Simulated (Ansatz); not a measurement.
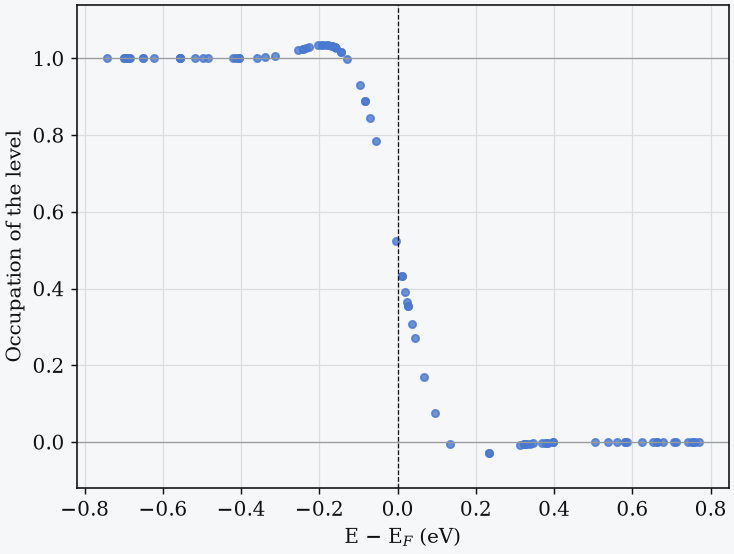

Occupations of the one-electron levels of the k mesh against their energy, from a run on MnNbTl, space group P-62m, 9 atoms in the cell, with Ansatz.

Question: Which smearing scheme was used (Fermi-Dirac, Gaussian, Methfessel-Paxton or cold), and about what width?

Answer: Methfessel-Paxton smearing with a width of 0.15 eV. The occupations overshoot on both sides, up to 1.035 below the Fermi level and down to −0.027 above it; for the first-order scheme these extremes (±0.035) lie 1.22 widths, here 0.19 eV, from the Fermi level.
